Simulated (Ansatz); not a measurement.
## Geometry relaxation of SnNH₇O (part 1 of 2)

System: SnNH₇O.
Method: RKS CAM-B3LYP-D4/def2-SVP (Ansatz 0.2.0).

The input holds or restrains some coordinates. It belongs to a series of runs on one base structure; here: pulled along the bonds that form and break, towards end B.

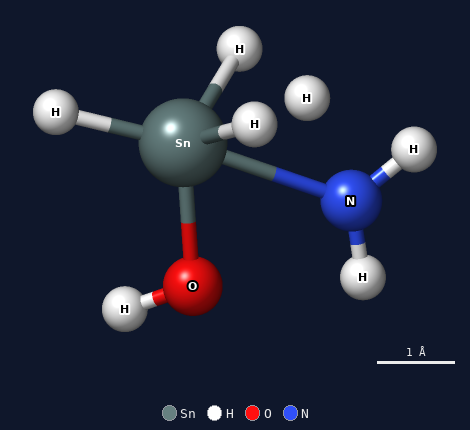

Figure 1. The starting structure (ball-and-stick view, seen at a tilt). Sticks mark near contacts.

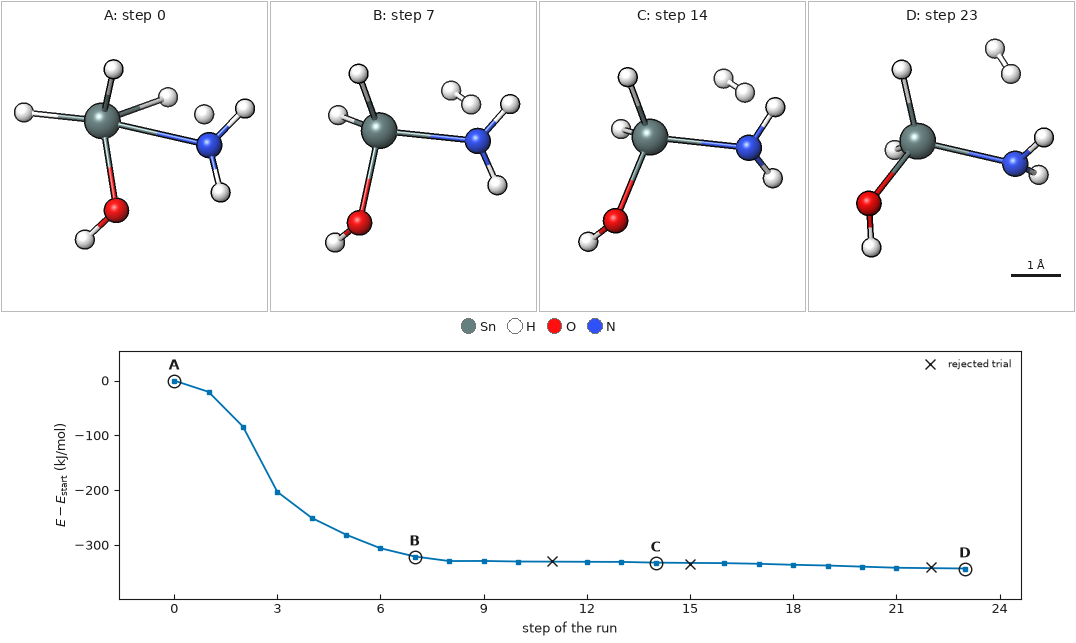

Figure 2. Frames of the restrained relaxation (ball-and-stick view, seen at a tilt) above the curves, on which the letters mark them (the first geometry is step 0 here and step 1 in the log).

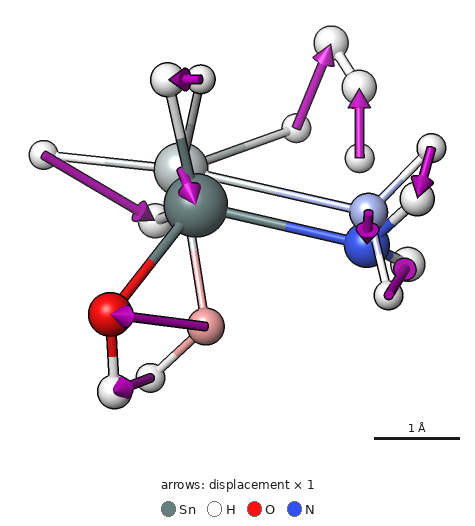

Figure 3. Start (faint) and end (solid) with the displacements as pink arrows, at true length (ball-and-stick view, seen at a tilt). The two geometries are laid on each other by the best rigid fit. Over 23 geometry steps the energy falls by 343.0 kJ/mol. Largest force component: 3.6 eV/Å at the start, 1.8 eV/Å at the end. The line search rejected the trial steps at points 11, 15, 22 (counted from 0) and went back. H6 moves most after the best rigid fit: 1.68 Å. Largest moves by element: H 1.68 Å, O 1.45 Å, Sn 0.57 Å, N 0.51 Å. Distances before and after: Sn1–H2 2.090 → 2.946 Å, H2–H10 1.098 → 0.721 Å, Sn1–N7 2.400 → 2.073 Å, N7–H8 1.060 → 1.014 Å. New bonds form: H2–H10 (1.10 → 0.72 Å). Among the angles that change: H6–Sn1–N7 173.5° → 107.2°, O4–Sn1–N7 64.5° → 108.8°, H3–Sn1–N7 75.6° → 111.3°. (Atoms are counted from 1 in the order of the input.)

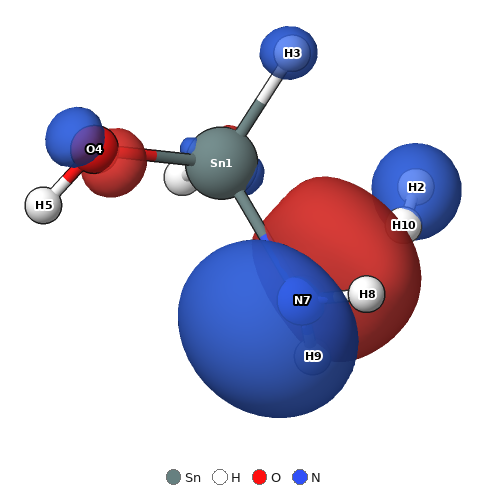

Figure 4. One frontier orbital at ±0.1 Å⁻³ᐟ² (red and blue are the two phases), seen at a tilt. The HOMO, at −8.26 eV.

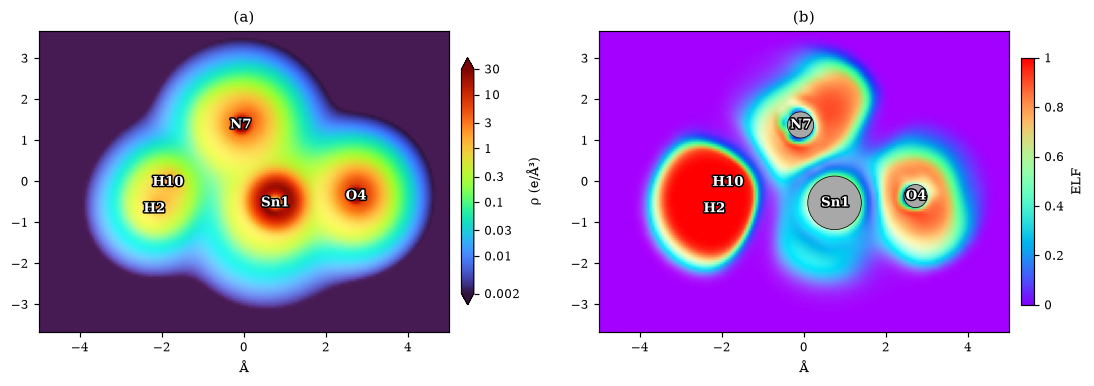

Figure 5. (a) total electron density; (b) ELF on the plane of atoms O4, Sn1 and N7. Grey discs, where drawn, cover atomic cores. Sn–O (1.98 Å): ρ is about 0.72 e/Å³ halfway; the ELF peaks at about 0.85 in the valence shell of O, 0.6 Å from its nucleus, and drops to about 0.10 between the two atoms. Sn–N (2.07 Å): ρ at the midpoint is about 0.68 e/Å³; the ELF peaks at about 0.85 in the valence shell of N, 0.7 Å from its nucleus, and drops to about 0.15 between the two atoms. H–H (0.72 Å): ρ is about 1.8 e/Å³ halfway; the ELF is about 1 at the midpoint; a covalent bond by its length.

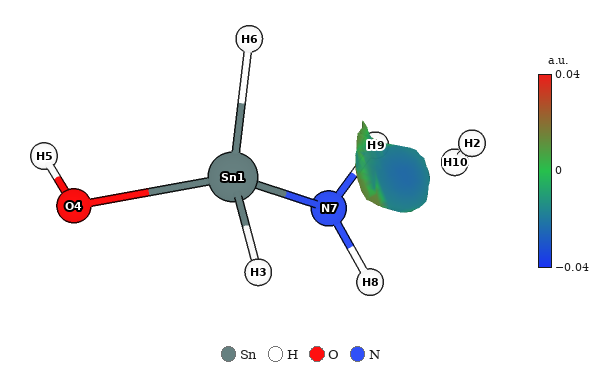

Figure 6. Non-covalent interaction (NCI) plot: the surface where the reduced density gradient is 0.5, for densities under 0.05 a.u., coloured by sign(λ₂)ρ; seen from the side.

The input and output of the run follow.

## The input
```yaml
crystal:
  periodic: [false, false, false]
  atoms:
    - { symbol: Sn, position_ang: [0.0, 0.0, 0.0] }
    - { symbol: H, position_ang: [0.0, 0.0, 2.09] }
    - { symbol: H, position_ang: [1.6408, 0.0, -0.5794] }
    - { symbol: O, position_ang: [-0.9232, 1.5994, -0.6527] }
    - { symbol: H, position_ang: [-1.881, 1.3686, -0.8751] }
    - { symbol: H, position_ang: [-0.8195, -1.4198, -0.5794] }
    - { symbol: "N", position_ang: [0.8997, 2.0923, 0.7568] }
    - { symbol: H, position_ang: [1.7392, 2.1052, 1.4038] }
    - { symbol: H, position_ang: [0.4576, 3.0035, 0.444] }
    - { symbol: H, position_ang: [0.4313, 1.0031, 1.9721] }
basis:
  gaussian: { orbitals: def2-SVP }
hamiltonian:
  xc: cam_b3lyp
  dispersion: d4
relax:
  f_tol: 0.15
  max_steps: 25
  restrain:
    - { distance: [0, 6], at: 2.1, k: 30.0 }
    - { distance: [9, 1], at: 0.66, k: 30.0 }
    - { distance: [0, 1], at: 2.94, k: 30.0 }
    - { distance: [9, 6], at: 2.26, k: 30.0 }
output:
  orbitals: {}
```

Command:
```bash
ansatz run input.yaml --threads 2 --pin off --max-ram 3072MiB --backend cpu --events-out ev --progress --plain --runs-dir out
```

## Log
```
The last accepted step is kept in [file] (removed where the run ends without a failure and the disk answers)
Engine: ansatz 0.2.0, aarch64-unknown-linux-gnu
Functional definition: CAM-B3LYP
  parameter alpha = 0.19
  parameter beta = 0.46
  parameter omega = 0.33/bohr
  parameter ac = 0.81
  exchange = (1 - alpha - beta)*b88_x + beta*b88_x_sr(omega) + alpha*exact_x + beta*exact_x_lr(omega)
  correlation = (1 - ac)*vwn5_c + ac*lyp_c
1057 factors; integrals over basis functions are off by at most 5.0e-4 eV
316 factors; integrals over basis functions are off by at most 8.2e-7 eV
mean field evaluation 1: about -9461.5680 eV, gradient 7.3e1 eV
mean field evaluation 2: about -9408.8723 eV, gradient 1.5e2 eV
mean field evaluation 4: about -9472.5509 eV, gradient 1.3e1 eV
mean field evaluation 8: about -9472.9192 eV, gradient 3.0e-1 eV
mean field evaluation 16: about -9472.9196 eV, gradient 6.8e-5 eV
mean field -9472.91963171 eV, -348.1233754899 hartree, gradient 1.4e-5 eV, S^2 0.000000; 0 other end points of the search recorded, 0 dependent functions left out
the calculation of the forces begins
reference -9472.91976229 eV, -348.1233802884 hartree; 22, 22 occupied and 67, 67 virtual orbitals, 1057 factors
relax step   1: F+E_penalty+E_count = -9473.07734081 eV  Δ(F+E_penalty+E_count) = +0.000e0 eV  max|allowed force component| = 3.576e0 eV/Å  E_restraint = 19.80828319 eV  max|allowed force component, restraints' pulls added| = 2.333e1 eV/Å  Δτ_max = 0.0000 Å  (29 SCF iters, accepted)
  distance Sn 0 - N 6 = 2.4000 Å
  distance H 9 - H 1 = 1.0982 Å
  distance Sn 0 - H 1 = 2.0900 Å
  distance H 9 - N 6 = 1.6979 Å
these checks for a lower state are left out or cut short: starts, cluster_reference, orbital_swaps, neighbouring_geometries, increment
1057 factors; integrals over basis functions are off by at most 4.3e-4 eV
316 factors; integrals over basis functions are off by at most 8.6e-7 eV
mean field -9473.13191548 eV, -348.1311767744 hartree, gradient 5.9e-5 eV, S^2 0.000000; 0 other end points of the search recorded, 0 dependent functions left out
[... from here on the field's lines of each further geometry are left out, up to the last ...]
relax step   2: F+E_penalty+E_count = -9473.29063760 eV  Δ(F+E_penalty+E_count) = -2.133e-1 eV  max|allowed force component| = 3.221e0 eV/Å  E_restraint = 7.52757217 eV  max|allowed force component, restraints' pulls added| = 1.381e1 eV/Å  Δτ_max = 0.1949 Å  (40 SCF iters, accepted)
relax step   3: F+E_penalty+E_count = -9473.94717252 eV  Δ(F+E_penalty+E_count) = -6.565e-1 eV  max|allowed force component| = 1.994e0 eV/Å  E_restraint = 1.21086577 eV  max|allowed force component, restraints' pulls added| = 7.305e0 eV/Å  Δτ_max = 0.1945 Å  (40 SCF iters, accepted)
relax step   4: F+E_penalty+E_count = -9475.18155679 eV  Δ(F+E_penalty+E_count) = -1.234e0 eV  max|allowed force component| = 2.060e0 eV/Å  E_restraint = 0.04814611 eV  max|allowed force component, restraints' pulls added| = 1.335e0 eV/Å  Δτ_max = 0.1920 Å  (31 SCF iters, accepted)
relax step   5: F+E_penalty+E_count = -9475.67428897 eV  Δ(F+E_penalty+E_count) = -4.927e-1 eV  max|allowed force component| = 1.693e0 eV/Å  E_restraint = 0.06491861 eV  max|allowed force component, restraints' pulls added| = 6.160e-1 eV/Å  Δτ_max = 0.1955 Å  (32 SCF iters, accepted)
relax step   6: F+E_penalty+E_count = -9475.99215998 eV  Δ(F+E_penalty+E_count) = -3.179e-1 eV  max|allowed force component| = 1.466e0 eV/Å  E_restraint = 0.08494148 eV  max|allowed force component, restraints' pulls added| = 5.130e-1 eV/Å  Δτ_max = 0.1952 Å  (31 SCF iters, accepted)
relax step   7: F+E_penalty+E_count = -9476.24910583 eV  Δ(F+E_penalty+E_count) = -2.569e-1 eV  max|allowed force component| = 1.520e0 eV/Å  E_restraint = 0.08575977 eV  max|allowed force component, restraints' pulls added| = 3.886e-1 eV/Å  Δτ_max = 0.1996 Å  (30 SCF iters, accepted)
relax step   8: F+E_penalty+E_count = -9476.40494853 eV  Δ(F+E_penalty+E_count) = -1.558e-1 eV  max|allowed force component| = 1.569e0 eV/Å  E_restraint = 0.08239750 eV  max|allowed force component, restraints' pulls added| = 2.509e-1 eV/Å  Δτ_max = 0.1949 Å  (29 SCF iters, accepted)
relax step   9: F+E_penalty+E_count = -9476.49080719 eV  Δ(F+E_penalty+E_count) = -8.586e-2 eV  max|allowed force component| = 1.648e0 eV/Å  E_restraint = 0.07976537 eV  max|allowed force component, restraints' pulls added| = 1.804e-1 eV/Å  Δτ_max = 0.1998 Å  (29 SCF iters, accepted)
relax step  10: F+E_penalty+E_count = -9476.48902761 eV  Δ(F+E_penalty+E_count) = +1.780e-3 eV  max|allowed force component| = 1.722e0 eV/Å  E_restraint = 0.07575634 eV  max|allowed force component, restraints' pulls added| = 3.869e-1 eV/Å  Δτ_max = 0.1055 Å  (28 SCF iters, accepted)
relax step  11: F+E_penalty+E_count = -9476.49949273 eV  Δ(F+E_penalty+E_count) = -1.047e-2 eV  max|allowed force component| = 1.684e0 eV/Å  E_restraint = 0.07596163 eV  max|allowed force component, restraints' pulls added| = 9.328e-2 eV/Å  Δτ_max = 0.0409 Å  (30 SCF iters, accepted)
relax step  12: F+E_penalty+E_count = -9476.49650179 eV  Δ(F+E_penalty+E_count) = +2.991e-3 eV  max|allowed force component| = 1.661e0 eV/Å  E_restraint = 0.07745026 eV  max|allowed force component, restraints' pulls added| = 6.818e-1 eV/Å  Δτ_max = 0.1861 Å  (30 SCF iters, rejected (line search))
relax step  13: F+E_penalty+E_count = -9476.50468354 eV  Δ(F+E_penalty+E_count) = -5.191e-3 eV  max|allowed force component| = 1.681e0 eV/Å  E_restraint = 0.07393848 eV  max|allowed force component, restraints' pulls added| = 2.577e-1 eV/Å  Δτ_max = 0.0899 Å  (30 SCF iters, accepted)
relax step  14: F+E_penalty+E_count = -9476.50690711 eV  Δ(F+E_penalty+E_count) = -2.224e-3 eV  max|allowed force component| = 1.679e0 eV/Å  E_restraint = 0.07280419 eV  max|allowed force component, restraints' pulls added| = 4.170e-1 eV/Å  Δτ_max = 0.0977 Å  (30 SCF iters, accepted)
relax step  15: F+E_penalty+E_count = -9476.52079347 eV  Δ(F+E_penalty+E_count) = -1.389e-2 eV  max|allowed force component| = 1.710e0 eV/Å  E_restraint = 0.07247405 eV  max|allowed force component, restraints' pulls added| = 2.597e-1 eV/Å  Δτ_max = 0.1500 Å  (29 SCF iters, accepted)
relax step  16: F+E_penalty+E_count = -9476.54495899 eV  Δ(F+E_penalty+E_count) = -2.417e-2 eV  max|allowed force component| = 1.565e0 eV/Å  E_restraint = 0.10078237 eV  max|allowed force component, restraints' pulls added| = 6.533e-1 eV/Å  Δτ_max = 0.1955 Å  (30 SCF iters, rejected (line search))
relax step  17: F+E_penalty+E_count = -9476.53035375 eV  Δ(F+E_penalty+E_count) = -9.560e-3 eV  max|allowed force component| = 1.734e0 eV/Å  E_restraint = 0.07153553 eV  max|allowed force component, restraints' pulls added| = 1.447e-1 eV/Å  Δτ_max = 0.0977 Å  (29 SCF iters, accepted)
relax step  18: F+E_penalty+E_count = -9476.54254795 eV  Δ(F+E_penalty+E_count) = -1.219e-2 eV  max|allowed force component| = 1.714e0 eV/Å  E_restraint = 0.07507434 eV  max|allowed force component, restraints' pulls added| = 1.634e-1 eV/Å  Δτ_max = 0.0961 Å  (30 SCF iters, accepted)
relax step  19: F+E_penalty+E_count = -9476.56168633 eV  Δ(F+E_penalty+E_count) = -1.914e-2 eV  max|allowed force component| = 1.630e0 eV/Å  E_restraint = 0.08695478 eV  max|allowed force component, restraints' pulls added| = 4.368e-1 eV/Å  Δτ_max = 0.1455 Å  (30 SCF iters, accepted)
relax step  20: F+E_penalty+E_count = -9476.57530315 eV  Δ(F+E_penalty+E_count) = -1.362e-2 eV  max|allowed force component| = 1.615e0 eV/Å  E_restraint = 0.09104334 eV  max|allowed force component, restraints' pulls added| = 7.153e-1 eV/Å  Δτ_max = 0.1948 Å  (29 SCF iters, accepted)
relax step  21: F+E_penalty+E_count = -9476.59641333 eV  Δ(F+E_penalty+E_count) = -2.111e-2 eV  max|allowed force component| = 1.812e0 eV/Å  E_restraint = 0.07147150 eV  max|allowed force component, restraints' pulls added| = 2.517e-1 eV/Å  Δτ_max = 0.1999 Å  (30 SCF iters, accepted)
relax step  22: F+E_penalty+E_count = -9476.61749584 eV  Δ(F+E_penalty+E_count) = -2.108e-2 eV  max|allowed force component| = 1.829e0 eV/Å  E_restraint = 0.06496204 eV  max|allowed force component, restraints' pulls added| = 2.197e-1 eV/Å  Δτ_max = 0.1998 Å  (30 SCF iters, accepted)
relax step  23: F+E_penalty+E_count = -9476.60010050 eV  Δ(F+E_penalty+E_count) = +1.740e-2 eV  max|allowed force component| = 1.739e0 eV/Å  E_restraint = 0.07306590 eV  max|allowed force component, restraints' pulls added| = 1.270e0 eV/Å  Δτ_max = 0.1909 Å  (31 SCF iters, rejected (line search))
the calculation of the forces begins
reference -9476.49269035 eV, -348.2546829728 hartree; 22, 22 occupied and 67, 67 virtual orbitals, 1057 factors
relax step  24: F+E_penalty+E_count = -9476.63184263 eV  Δ(F+E_penalty+E_count) = -1.435e-2 eV  max|allowed force component| = 1.810e0 eV/Å  E_restraint = 0.06794287 eV  max|allowed force component, restraints' pulls added| = 1.259e-1 eV/Å  Δτ_max = 0.0954 Å  (29 SCF iters, accepted)
  distance Sn 0 - N 6 = 2.0733 Å
  distance H 9 - H 1 = 0.7206 Å
  distance Sn 0 - H 1 = 2.9461 Å
  distance H 9 - N 6 = 2.2705 Å
1057 factors; integrals over basis functions are off by at most 3.5e-4 eV
316 factors; integrals over basis functions are off by at most 9.7e-7 eV
mean field evaluation 192: about -9476.4926 eV, gradient 1.4e-2 eV
mean field -9476.49256165 eV, -348.2546782434 hartree, gradient 2.0e-5 eV, S^2 0.000000; 1 other end points of the search recorded, 0 dependent functions left out
the calculation of the forces begins
reference -9476.49269035 eV, -348.2546829728 hartree; 22, 22 occupied and 67, 67 virtual orbitals, 1057 factors
Total energy: -9476.63197132 eV, -348.2598014543 hartree
Atom 0 at    -0.091750     0.512357    -0.212695 Å, force     0.177145     0.735740     0.222315 eV/Å
Atom 1 at     0.992790    -0.246371     2.419320 Å, force     0.077120    -1.809587     0.684612 eV/Å
Atom 2 at     1.230146    -0.475811    -0.622266 Å, force    -0.014777     0.010533     0.014708 eV/Å
Atom 3 at    -0.753858     1.084829    -1.991439 Å, force    -0.086790     0.032449     0.059586 eV/Å
Atom 4 at    -1.542864     1.642375    -1.949762 Å, force     0.125910    -0.027839    -0.005423 eV/Å
Atom 5 at    -1.377192    -0.193709     0.662296 Å, force    -0.002946    -0.003231     0.002060 eV/Å
Atom 6 at     0.518577     2.188919     0.843363 Å, force    -0.375758    -0.466891    -0.676810 eV/Å
Atom 7 at     1.508578     2.403047     0.886027 Å, force     0.032255     0.016730    -0.011569 eV/Å
Atom 8 at     0.066158     2.391206     1.727460 Å, force    -0.012047     0.005044     0.032523 eV/Å
Atom 9 at     0.994314     0.445458     2.217795 Å, force     0.079888     1.507053    -0.322002 eV/Å
Dipole moment:    -0.045885    -0.013911     0.458538 e Å
```

## Trajectory as extended XYZ (Å, eV, eV/Å), 24 frames, from step=1 to step=24
```
10
Properties=species:S:1:pos:R:3:forces:R:3 step=1 energy=-9473.07734
Sn    0.0000    0.0000    0.0000    2.3006   1.2197  -0.0053
H     0.0000    0.0000    2.0900    0.3642   0.5059  -0.7566
H     1.6408    0.0000   -0.5794   -0.4179  -0.8461   0.0001
O    -0.9232    1.5994   -0.6527   -3.5762  -0.8786  -1.0897
H    -1.8810    1.3686   -0.8751    1.6164   0.6613   0.1111
H    -0.8195   -1.4198   -0.5794   -0.2469   0.1244   0.4978
N     0.8997    2.0923    0.7568    0.5396  -1.5051   3.1782
H     1.7392    2.1052    1.4038   -0.6647   0.9667  -1.5013
H     0.4576    3.0035    0.4440    0.8027  -1.2890   1.2059
H     0.4313    1.0031    1.9721   -0.7179   1.0408  -1.6404
10
Properties=species:S:1:pos:R:3:forces:R:3 step=2 energy=-9473.29064
Sn    0.0575    0.0732   -0.1544    1.8714   1.7094   0.6790
H     0.0336    0.0736    2.2674    0.3910   0.5468  -0.0612
H     1.6443   -0.0098   -0.5840    0.8600  -0.9449  -0.6117
O    -0.9536    1.6092   -0.6698   -3.2213   0.0408  -1.5306
H    -1.8816    1.3708   -0.8782    0.4055   0.4496  -0.2155
H    -0.8209   -1.4153   -0.5735    0.0187   0.5850   0.8445
N     0.9174    2.0765    0.6871    0.8774  -0.9249   1.9815
H     1.7275    2.1134    1.3818   -1.1441   0.4010  -1.4264
H     0.4617    2.9926    0.4544    0.6547  -1.2334   0.6331
H     0.3589    0.8681    2.0492   -0.7133  -0.6295  -0.2928
```
